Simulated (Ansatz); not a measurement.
C$_{2}$H$_{9}$GeN (SMILES C[CH2][GeH2][NH2])

```yaml
atoms:
  - { symbol: C, position_ang: [-0.1320, -0.9359, 1.9465] }
  - { symbol: C, position_ang: [-0.3432, 0.5567, 1.6805] }
  - { symbol: Ge, position_ang: [-0.9689, 0.9226, -0.1672] }
  - { symbol: N, position_ang: [-2.4888, -0.0347, -0.6688] }
  - { symbol: H, position_ang: [-1.0609, -1.5135, 1.7536] }
  - { symbol: H, position_ang: [0.6565, -1.3615, 1.2907] }
  - { symbol: H, position_ang: [0.1693, -1.1376, 2.9957] }
  - { symbol: H, position_ang: [-1.0958, 0.9829, 2.3780] }
  - { symbol: H, position_ang: [0.5929, 1.1336, 1.8410] }
  - { symbol: H, position_ang: [0.1318, 0.5031, -1.1828] }
  - { symbol: H, position_ang: [-1.3217, 2.4273, -0.3311] }
  - { symbol: H, position_ang: [-2.3204, -1.0475, -0.7005] }
  - { symbol: H, position_ang: [-3.2842, 0.1191, -0.0369] }
```

Geometry: PBE-D3(BJ)/def2-SVP.

Computed with Ansatz, isolated molecule in a Gaussian basis; Kohn-Sham density functional theory, functional PBE0.

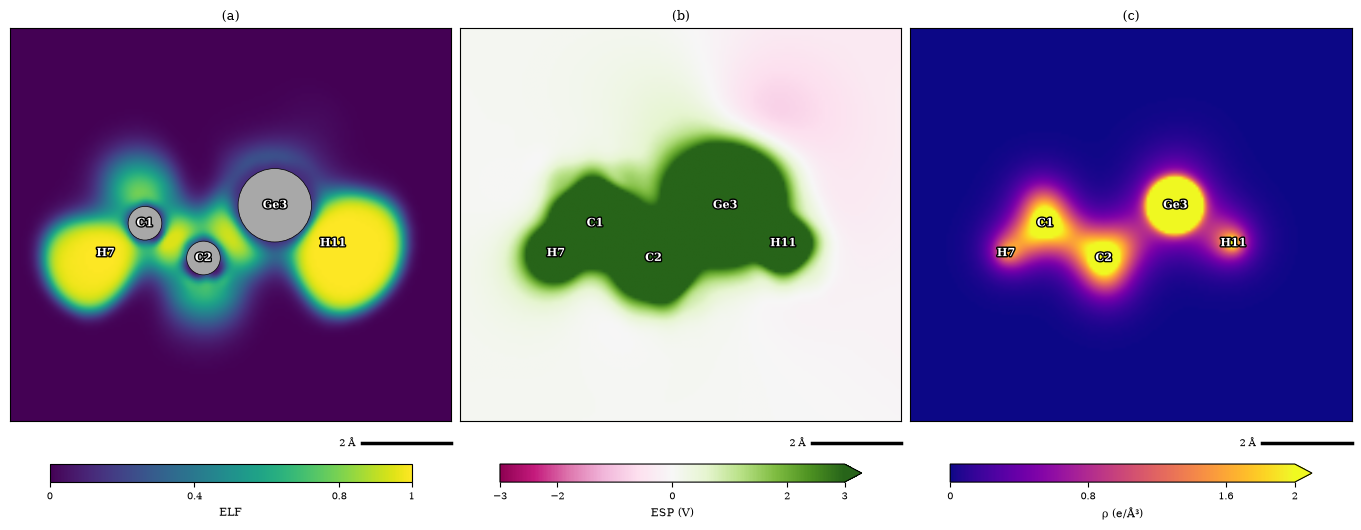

Figure 1. (a) ELF; (b) molecular electrostatic potential; (c) electron density on the plane of atoms C2, Ge3 and H11. Grey discs cover the atomic cores in the ELF map.

Question: What do the fields say about this system?

Answer:
- The plane passes through C, Ge and H nuclei.
- C–C (1.53 Å): ρ at the midpoint is about 1.6 e/Å³; the ELF peaks at about 0.95 between the atoms: a shared electron pair.
- C–Ge (1.98 Å): the density is about 0.85 e/Å³ at the midpoint; the ELF peaks at about 0.95 in the valence shell of C, 0.7 Å from its nucleus, and is about 0.75 at the midpoint.
- C–H (1.11 Å): ρ at the midpoint is about 1.9 e/Å³; the ELF climbs to about 1 towards the hydrogen, as it does in any bond to H (an ordinary covalent bond to hydrogen).
- Ge–H (1.55 Å): ρ at the midpoint is about 1 e/Å³; the ELF climbs to about 1 towards the hydrogen.
- Outside the dense part of the molecule the potential is most negative (−0.8 V) near N4, which lies off the plane.

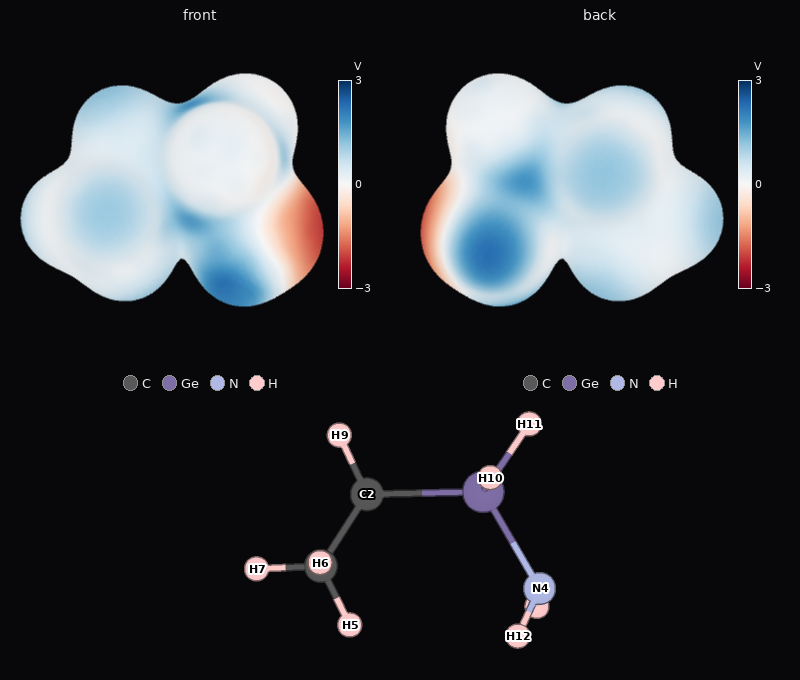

Figure 2. The electrostatic potential painted on the density surface at 0.004 e/bohr³, seen from the front and from behind; the colour scale runs from red (negative) to blue (positive). The bare structure is drawn below in the same view.

Question: Which sites attract a positive test charge, and which a negative one?

Answer: A positive charge is drawn to the negative regions and a negative charge to the positive ones. The most negative region (about −2.0 V) lies over N4, the most positive (about +2.2 V) over H12 and H13. N4 is the likeliest acceptor of a hydrogen bond.

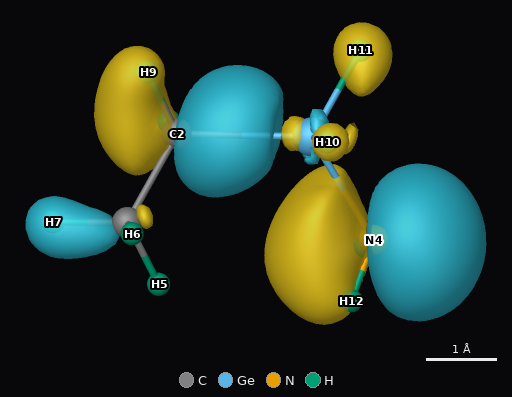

Figure 3. The HOMO at ±0.1 Å⁻³ᐟ² (yellow and cyan are the two phases), seen across its widest extent.

Question: Describe this orbital and give its energy.

Answer: It lies mainly on N4 (about 55 %), C2 (about 15 %) and Ge3 (about 10 %). Its energy is −7.09 eV.

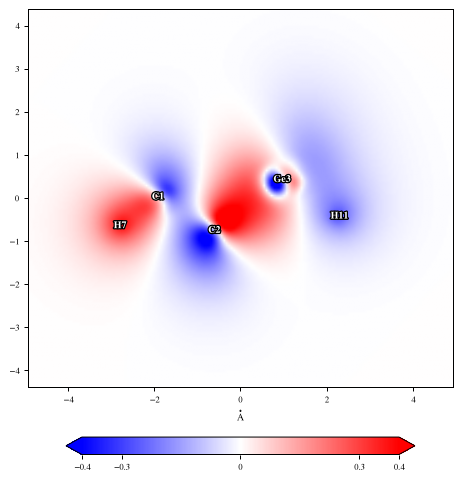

Figure 4. The HOMO−1 on the plane of atoms C2, Ge3 and H11 (values in Å⁻³ᐟ²; the overall sign is arbitrary).

Question: Where does this orbital lie, and at what energy?

Answer: It lies mainly on Ge3 (about 25 %), N4 (about 20 %), C2 (about 20 %), C1 (about 10 %), H10 (about 5 %) and H7 (about 5 %). Its energy is −8.63 eV.
